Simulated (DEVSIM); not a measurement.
System: Schottky contact on p-type Si, at 300 K.

| layer (left to right) | material | thickness (μm) | Na (cm⁻³) | τn (s) | τp (s) |
|---|---|---|---|---|---|
| 1 | Si | 0.450 | 2.1e15 | 2e-7 | 2e-7 |

Left contact: Schottky, work function 4.704 eV, emission velocity 6.3e6 cm/s. Right contact: ohmic. Voltage is applied to the left contact. Recombination: SRH at mid-gap, radiative. Mobility is constant in doping.

This is a model device: material constants are rounded textbook-type values typed into the input, and sizes, dopings and lifetimes were drawn at random. Values at 300 K.

| parameter | Si |
|---|---|
| gap (eV) | 1.124 |
| affinity (eV) | 4.05 |
| permittivity | 11.7 |
| Nc (cm⁻³) | 2.86e19 |
| Nv (cm⁻³) | 3.1e19 |
| μn (cm²/Vs) | 1417 |
| μp (cm²/Vs) | 470 |
| B (cm³/s) | 4.7e-15 |

Simulated with DEVSIM: 1D drift-diffusion, Boltzmann statistics, complete ionisation; no tunnelling, impact ionisation, image-force lowering or self-heating. Metal contacts follow the ideal Schottky-Mott rule: no Fermi-level pinning, no interface dipoles.

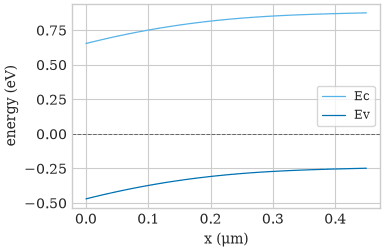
Figure: Band edges at zero bias

Energies count from the Fermi level of the right contact; mesh points crowd at the junctions.

```tsv
x (μm)	Ec (eV)	Ev (eV)	n (cm⁻³)	p (cm⁻³)	field (V/cm)
0.000	0.654	-0.470	2.9e8	3.9e11	11000
0.005384	0.660	-0.464	2.3e8	5.0e11	11000
0.01328	0.669	-0.455	1.7e8	7.0e11	11000
0.02131	0.677	-0.447	1.2e8	9.8e11	11000
0.03532	0.692	-0.432	6.8e7	1.7e12	10000
0.05052	0.707	-0.417	3.8e7	3.1e12	9700
0.06598	0.722	-0.402	2.1e7	5.4e12	9200
0.09293	0.745	-0.379	8600000	1.3e13	8300
0.1222	0.768	-0.356	3500000	3.3e13	7400
0.1519	0.789	-0.335	1600000	7.3e13	6400
0.1956	0.814	-0.310	610000	1.9e14	5100
0.2510	0.838	-0.286	240000	4.9e14	3600
0.2886	0.850	-0.274	150000	7.7e14	2700
0.3199	0.857	-0.267	110000	1.0e15	2100
0.3596	0.865	-0.259	85000	1.4e15	1600
0.3791	0.868	-0.256	76000	1.5e15	1400
0.3954	0.870	-0.254	70000	1.7e15	1300
0.4114	0.872	-0.252	65000	1.8e15	1200
0.4261	0.873	-0.251	61000	1.9e15	1100
0.4346	0.874	-0.250	59000	2.0e15	1100
0.4429	0.875	-0.249	57000	2.0e15	1100
0.4500	0.876	-0.248	55000	2.1e15	1100
```
